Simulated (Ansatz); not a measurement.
The figure comes from a scan of CdSe (zinc blende): one Cd atom of a 2-atom cell moves by s towards the nearest neighbour, with its periodic images. The numbers are results of PBE (plane waves to 420 eV, PAW, scalar-relativistic; Ansatz, a program for electronic structure), not measurements. k mesh 8×8×8 (Γ-centred), Fermi-Dirac smearing 0.05 eV. The energy includes the smearing's −TS. CdSe was relaxed with its symmetry unable to fall. ΔE is measured from the undisplaced structure.

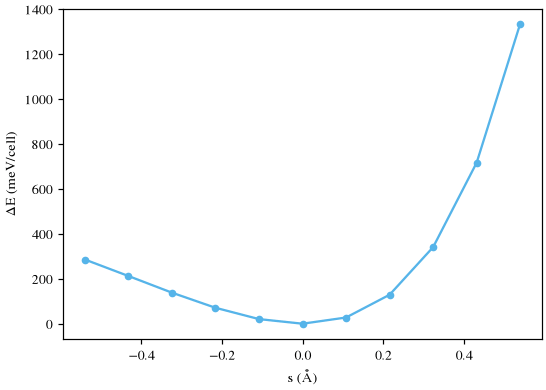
*ΔE (meV/cell) against s (Å); markers are the computed points, lines only join them.*

Q: Turn the plot into a table (rounded to what can be read).

A: To the nearest 20:

```csv
s (Å),ΔE (meV/cell)
-0.540,280
-0.432,220
-0.324,140
-0.216,80
-0.108,20
0.000,0
0.108,20
0.216,120
0.324,340
0.432,720
0.540,1340
```

(A displaced cell: forces are minus the slopes of the energy, force constants its curvatures, and phonons follow from these.)
